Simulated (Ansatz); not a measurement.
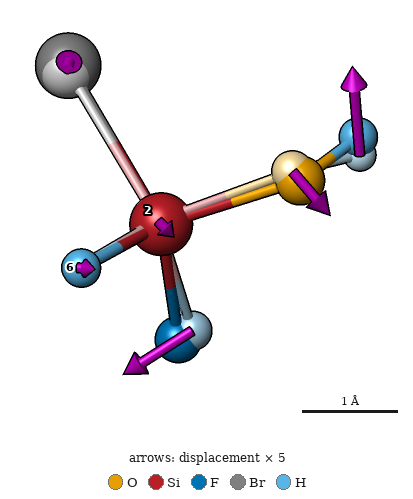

A relaxation of SiH$_{2}$OBrF (coarse preliminary run). The starting structure is drawn faded, the final one solid; purple arrows show the displacements, magnified 5 times. The two geometries are superimposed by the best rigid fit.

Style: ball-and-stick. Shown at a tilt.

Level of theory: Ansatz 0.2.0, RKS PBE-D4/def2-SVP. Set-up: force threshold 0.03 eV/Å; at most 250 steps.

What happened in the run?

The optimiser took 8 steps. An H atom moves most after the best rigid fit: 0.21 Å. By element the largest moves are H 0.21 Å, F 0.18 Å, O 0.13 Å, Br 0.08 Å, Si 0.05 Å. Some distances before and after: Br–Si 2.129 → 2.229 Å, H–O 1.020 → 0.974 Å, F–Si 1.604 → 1.630 Å, O–Si 1.632 → 1.654 Å. Bond angles that change, for instance: O–Si–F 106.3° → 110.9°, Si–O–H 113.1° → 117.0°, F–Si–H 112.2° → 109.4°. Groups turn about O–Si by about 20°.
